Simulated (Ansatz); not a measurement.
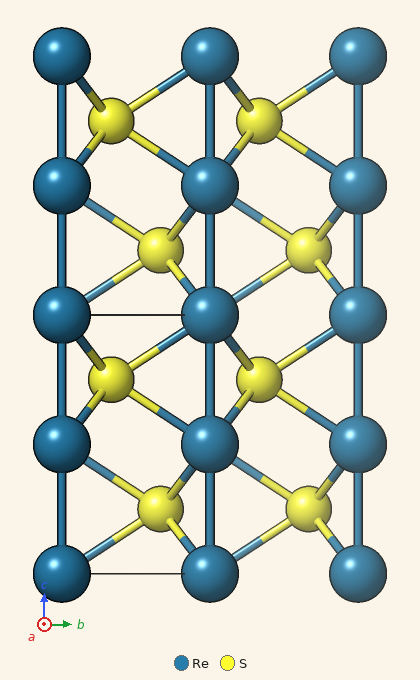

The picture looks along a close-packed row of the hexagonal mesh; c points upwards. Every atom sits on one of the three columns of the mesh; call them A, B, C in the order in which they first turn up. The sequence starts with the first layer at or above the cell's origin.

System ReS; source of the atomic positions: the geometry relaxed with Ansatz 0.2.0, DFT PBEsol, scalar-relativistic, plane waves, PAW; the starting structure was generated, so it need not be a known form of this composition.

**Read off the stacking sequence over one period.**

Re(A) – S(B) – Re(A) – S(C) (four layers in 5.35 Å).

**How are the S layers alone stacked?**

S layers alone: BC, the hexagonal close-packed type.

**Which positions between or in the S layers do the other atoms fill?**

Re: two octahedral sites, counted in one hexagonal cell.

Heights of the layers:

```tsv
layer	atoms (column)	height (Å)	to next (Å)
1	Re(A)	0.00	1.34
2	S(B)	1.34	1.34
3	Re(A)	2.67	1.34
4	S(C)	4.01	1.34
```
